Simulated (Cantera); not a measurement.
Input: 1 mol FeS, 0.27 mol SO₂, 0.057 mol CO₂, a varied amount of SO₃, equilibrated at 977 °C and 100000 Pa.

Method: chemical equilibrium by Gibbs-energy minimisation in Cantera with the NASA 1993 tables (ideal gas, pure condensed phases). Candidate condensed phases: C, Fe, Fe(CO)₅, FeO, FeS, FeSO₄, FeS₂, Fe₂O₃, Fe₂(SO₄)₃, Fe₃O₄, S; 25 gas species. Mutual solubility and eutectic melting of coexisting phases are not modelled. FeS: taken at fixed stoichiometry. Gases not in the tables: S₃ to S₇. Kinetics and transport are ignored.

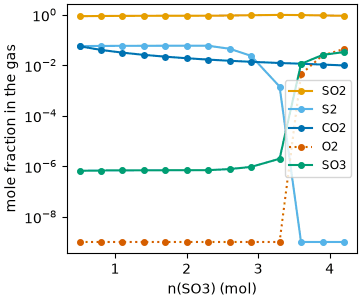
Figure. Equilibrium gas composition (values under 1e-9 drawn at 1e-9)

From 0.51 mol SO₃ to 2.3 mol SO₃ the condensed part is FeS(s) + Fe₃O₄(s). From 2.6 mol SO₃ to 3.3 mol SO₃ the condensed part is Fe₃O₄(s). From 3.6 mol SO₃ to 4.2 mol SO₃ the condensed part is Fe₂O₃(s).
